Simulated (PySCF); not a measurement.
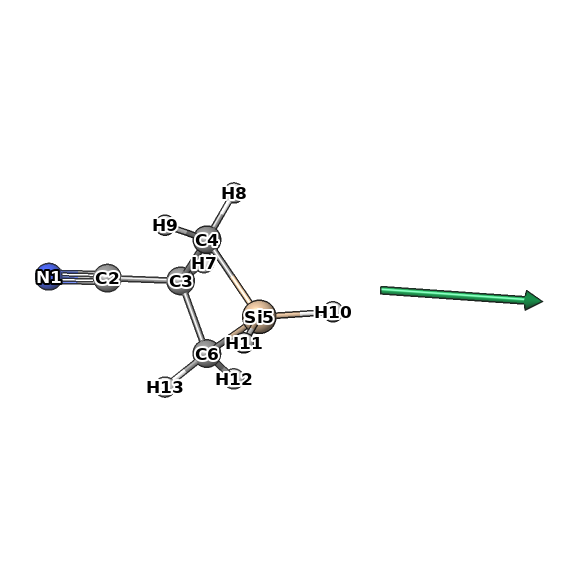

The arrow beside the molecule shows the direction of the dipole moment, from the negative to the positive end (its length means nothing). The geometry was computed by an optimisation with GFN2-xTB. No frequency run is at hand to confirm it as a minimum. Properties computed with CAM-B3LYP/def2-SVPD, gas phase (PySCF 2.14.0).

Q: How large is the dipole moment?

A: 4.30 D; it points from the side of N1 to the side of H10 (the outermost atoms at the two ends).

The geometry is semi-empirical. Around Si such bond lengths and angles can be off by a tenth of an ångström or more and by several degrees, and values that hang on the shape move with them.
